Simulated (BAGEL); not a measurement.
**quartet C2H2F: levels of theory compared**

Aim: a comparison of 3 runs (UHF/3-21G, UHF/6-31G*, UHF/aug-cc-pVDZ) of quartet C2H2F. 

The results are computed with BAGEL 1.2.2.

**1. The structure to begin with**

C2H2F: 5 atoms, total charge 0, spin state quartet. As SMILES of the parent species, `C=[C]F`. Geometry: relaxed at PBE0-D4/def2-TZVP. That shape belongs to the parent species and isn't relaxed for this state.

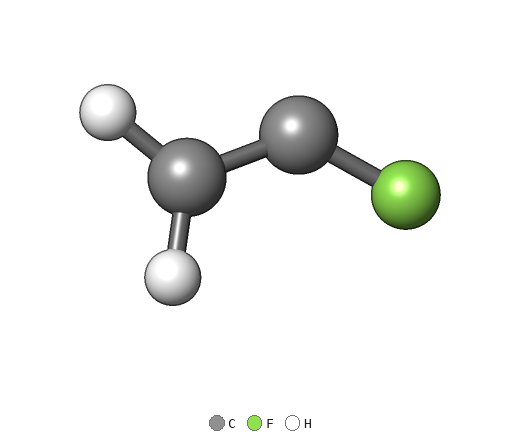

The structure, seen from a chosen angle (carbon grey, fluorine green, hydrogen white).

**2. A single-point energy at UHF/3-21G (density fitting with qzvpp-jkfit) (run 1)**

The input, input.json:

```json
{ "bagel": [

{
  "title": "molecule",
  "basis": "3-21g",
  "df_basis": "qzvpp-jkfit",
  "angstrom": "true",
  "geometry": [
    { "atom": "C", "xyz": [       0.488200,      -0.200400,       0.008400 ] },
    { "atom": "C", "xyz": [      -0.592700,       0.393700,       0.447100 ] },
    { "atom": "F", "xyz": [      -1.725600,       0.629500,      -0.148900 ] },
    { "atom": "H", "xyz": [       0.534700,      -0.590400,      -1.005400 ] },
    { "atom": "H", "xyz": [       1.345200,      -0.306200,       0.657500 ] }
  ]
},

{
  "title": "uhf",
  "nopen": 3
},

{
  "title": "print",
  "file": "orbitals.molden",
  "orbitals": "true"
}

]}
```

On the command line:

```sh
$ BAGEL_NUM_THREADS=1 BAGEL input.json > input.out
```

The program printed:

```text
* using 1 threads per process

  ===============================================================
  ===============================================================

  *** Geometry ***

  { "atom" : "C", "xyz" : [      0.922564,     -0.378701,      0.015874 ] },
  { "atom" : "C", "xyz" : [     -1.120041,      0.743985,      0.844897 ] },
  { "atom" : "F", "xyz" : [     -3.260911,      1.189583,     -0.281380 ] },
  { "atom" : "H", "xyz" : [      1.010437,     -1.115694,     -1.899931 ] },
  { "atom" : "H", "xyz" : [      2.542060,     -0.578634,      1.242495 ] },

  Number of auxiliary basis functions:      263

  Since a DF basis is specified, we compute 2- and 3-index integrals:
    o Being stored without compression. Storage requirement is 0.002 GB

  Number of basis functions:       31
  Number of electrons      :       23

    * METHOD: MOLECULE                             0.13

  *** Open-shell HF ***

  === Nuclear Repulsion ===
    60.9611397391

      * DIIS with orbital gradients will be used.

  === UHF iteration (3-21g) ===
      0       -175.06349194          0.05028954           0.03
      1       -175.12581514          0.02595295           0.03
      2       -175.13805799          0.01470484           0.02
      3       -175.14212839          0.00289743           0.03
      4       -175.14304050          0.00052834           0.02
      5       -175.14311856          0.00014967           0.02
      6       -175.14312890          0.00005692           0.02
      7       -175.14313207          0.00002824           0.02
      8       -175.14313298          0.00000794           0.02
      9       -175.14313302          0.00000354           0.04
     10       -175.14313302          0.00000138           0.02
     11       -175.14313302          0.00000044           0.03
     12       -175.14313302          0.00000021           0.03
     13       -175.14313302          0.00000009           0.02
     14       -175.14313302          0.00000004           0.02
     15       -175.14313302          0.00000002           0.02
     16       -175.14313302          0.00000001           0.03
    * SCF iteration converged.

    * S^2 (UHF) is 3.7641

    * Permanent dipole moment:
           (   -0.671553,     0.272405,     0.008676) a.u.

    * METHOD: UHF                                  0.55

    * METHOD: PRINT                                0.01

  ===============================================================
```

Wall time 1.3 s (1 thread of AMD EPYC, shared host); peak memory 0.08 GiB.

**3. A single-point energy at UHF/6-31G(d) (density fitting with qzvpp-jkfit, spherical functions) (run 2)**

The input, calc.json:

```json
{ "bagel": [

{
  "title": "molecule",
  "basis": "6-31gs.json",
  "df_basis": "qzvpp-jkfit",
  "angstrom": "true",
  "geometry": [
    { "atom": "C", "xyz": [    0.488200,   -0.200400,    0.008400 ] },
    { "atom": "C", "xyz": [   -0.592700,    0.393700,    0.447100 ] },
    { "atom": "F", "xyz": [   -1.725600,    0.629500,   -0.148900 ] },
    { "atom": "H", "xyz": [    0.534700,   -0.590400,   -1.005400 ] },
    { "atom": "H", "xyz": [    1.345200,   -0.306200,    0.657500 ] }
  ]
},
{ "title": "uhf", "nopen": 3 },
{ "title": "print", "file": "orbitals.molden", "orbitals": "true" }

]}
```

The basis set 6-31G* is read from a file made from the Basis Set Exchange's data (not shown).

On the command line:

```sh
$ BAGEL_NUM_THREADS=1 BAGEL calc.json > calc.out
```

The program printed:

```text
* using 1 threads per process

  ===============================================================
  ===============================================================

  *** Geometry ***

  { "atom" : "C", "xyz" : [      0.922564,     -0.378701,      0.015874 ] },
  { "atom" : "C", "xyz" : [     -1.120041,      0.743985,      0.844897 ] },
  { "atom" : "F", "xyz" : [     -3.260911,      1.189583,     -0.281380 ] },
  { "atom" : "H", "xyz" : [      1.010437,     -1.115694,     -1.899931 ] },
  { "atom" : "H", "xyz" : [      2.542060,     -0.578634,      1.242495 ] },

  Number of auxiliary basis functions:      263

  Since a DF basis is specified, we compute 2- and 3-index integrals:
    o Being stored without compression. Storage requirement is 0.004 GB

  Number of basis functions:       46
  Number of electrons      :       23

    * METHOD: MOLECULE                             0.17

  *** Open-shell HF ***

  === Nuclear Repulsion ===
    60.9611397391

      * DIIS with orbital gradients will be used.

  === UHF iteration (6-31gs.json) ===
      0       -175.99543328          0.04205361           0.06
      1       -176.07687398          0.02408710           0.05
      2       -176.09556074          0.01431537           0.05
      3       -176.10394737          0.00246376           0.06
      4       -176.10504810          0.00051864           0.05
      5       -176.10514046          0.00016894           0.06
      6       -176.10515777          0.00004308           0.05
      7       -176.10516105          0.00001877           0.05
      8       -176.10516205          0.00000656           0.05
      9       -176.10516216          0.00000360           0.06
     10       -176.10516218          0.00000154           0.06
     11       -176.10516218          0.00000045           0.06
     12       -176.10516218          0.00000020           0.06
     13       -176.10516218          0.00000008           0.05
     14       -176.10516218          0.00000005           0.06
     15       -176.10516218          0.00000002           0.05
     16       -176.10516218          0.00000001           0.06
     17       -176.10516218          0.00000000           0.06
    * SCF iteration converged.

    * S^2 (UHF) is 3.7659

    * Permanent dipole moment:
           (   -0.585116,     0.236925,     0.006420) a.u.

    * METHOD: UHF                                  1.18

    * METHOD: PRINT                                0.02

  ===============================================================
```

It took 2 s on 1 thread of AMD EPYC, shared host; peak memory 0.08 GiB.

**4. A single-point energy at UHF/aug-cc-pVDZ (density fitting with qzvpp-jkfit) (run 3)**

input.json: that of step 2 with these lines changed.

```diff
@@ -4,3 +4,3 @@
   "title": "molecule",
-  "basis": "3-21g",
+  "basis": "aug-cc-pvdz.json",
   "df_basis": "qzvpp-jkfit",
@@ -16,12 +16,5 @@
 
-{
-  "title": "uhf",
-  "nopen": 3
-},
+{ "title": "uhf", "nopen": 3 },
 
-{
-  "title": "print",
-  "file": "orbitals.molden",
-  "orbitals": "true"
-}
+{ "title": "print", "file": "orbitals.molden", "orbitals": "true" }
```

The basis set aug-cc-pVDZ is read from a file made from the Basis Set Exchange's data (not shown).

On the command line:

```sh
$ BAGEL_NUM_THREADS=1 BAGEL input.json > input.out
```

The program printed:

```text
* using 1 threads per process

  ===============================================================
  ===============================================================

  *** Geometry ***

  { "atom" : "C", "xyz" : [      0.922564,     -0.378701,      0.015874 ] },
  { "atom" : "C", "xyz" : [     -1.120041,      0.743985,      0.844897 ] },
  { "atom" : "F", "xyz" : [     -3.260911,      1.189583,     -0.281380 ] },
  { "atom" : "H", "xyz" : [      1.010437,     -1.115694,     -1.899931 ] },
  { "atom" : "H", "xyz" : [      2.542060,     -0.578634,      1.242495 ] },

  Number of auxiliary basis functions:      263

  Since a DF basis is specified, we compute 2- and 3-index integrals:
    o Being stored without compression. Storage requirement is 0.016 GB

  Number of basis functions:       87
  Number of electrons      :       23

    * METHOD: MOLECULE                             0.23

  *** Open-shell HF ***

  === Nuclear Repulsion ===
    60.9611397391

      * DIIS with orbital gradients will be used.

  === UHF iteration (aug-cc-pvdz.json) ===
      0       -175.97125268          0.02812776           0.13
      1       -176.09110782          0.01690813           0.14
      2       -176.11811764          0.00921364           0.15
      3       -176.13148039          0.00216796           0.11
      4       -176.13280569          0.00061117           0.12
      5       -176.13300448          0.00020057           0.13
      6       -176.13305035          0.00004253           0.12
      7       -176.13305513          0.00001730           0.15
      8       -176.13305646          0.00000609           0.11
      9       -176.13305666          0.00000222           0.12
     10       -176.13305667          0.00000111           0.15
     11       -176.13305667          0.00000030           0.12
     12       -176.13305667          0.00000010           0.11
     13       -176.13305667          0.00000003           0.11
     14       -176.13305667          0.00000001           0.10
     15       -176.13305667          0.00000000           0.12
    * SCF iteration converged.

    * S^2 (UHF) is 3.7666

    * Permanent dipole moment:
           (   -0.551324,     0.221280,     0.000714) a.u.

    * METHOD: UHF                                  2.32

    * METHOD: PRINT                                0.07

  ===============================================================
```

It took 3.3 s on 1 thread of AMD EPYC, shared host; peak memory 0.08 GiB.

**5. The series**

| run | level | energy (Eh) | dipole moment (D) | ⟨S²⟩ | wall time |
| --- | --- | --- | --- | --- | --- |
| 1 | UHF/3-21G (density fitting with qzvpp-jkfit) | -175.143133 | 1.84 | 3.764 | 1.3 s |
| 2 | UHF/6-31G* (density fitting with qzvpp-jkfit, spherical functions) | -176.105162 | 1.60 | 3.766 | 2 s |
| 3 | UHF/aug-cc-pVDZ (density fitting with qzvpp-jkfit) | -176.133057 | 1.51 | 3.767 | 3.3 s |

**6. What came out**

| quantity | value |
| --- | --- |
| run 3: total energy | -176.13306 Eh |
| run 3: dipole moment | 1.51 D |
| run 3: ⟨S²⟩ | 3.767 |

**Reading.** The dipole moment (its size) runs from 1.51 D (UHF/aug-cc-pVDZ) to 1.84 D (UHF/3-21G). All runs together took 6.7 s, the longest 3.3 s.
